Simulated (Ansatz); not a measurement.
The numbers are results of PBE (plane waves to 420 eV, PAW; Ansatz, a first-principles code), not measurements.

Host crystal: monoclinic ZrO2, with a band gap (PBE, scalar-relativistic without spin-orbit coupling).

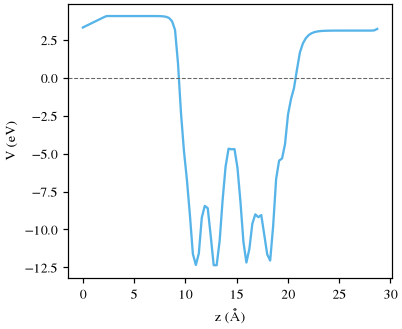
Electrostatic potential energy of an electron, averaged over planes parallel to the surface, in eV from the highest filled level, for Ti on the 1x1 (100) surface of monoclinic ZrO2 (cut with top plane 2 O), one in a 1x1 cell, started at the site 'hollow O-O-O'…

Slab: 25 atoms, 9.4 Å thick at the start under the adsorbate (thin: gaps and levels are the slab's own); k 4x4x1, smearing 0.01 eV, dipole-corrected; 12 atoms held, the rest relaxed; no symmetry held; spin-polarised, ending with about 2.0 μB a cell; orders that need a larger cell were not tried, no spin-orbit, no U, no dispersion correction. At the end it is bonded to 2 O + 4 Zr. In PBE it is, or lies within 0.03 eV of, the lowest of the starts that converged.

The vacuum level lies 3.12 eV above the highest filled level over the top face and 4.07 eV above it under the bottom face.
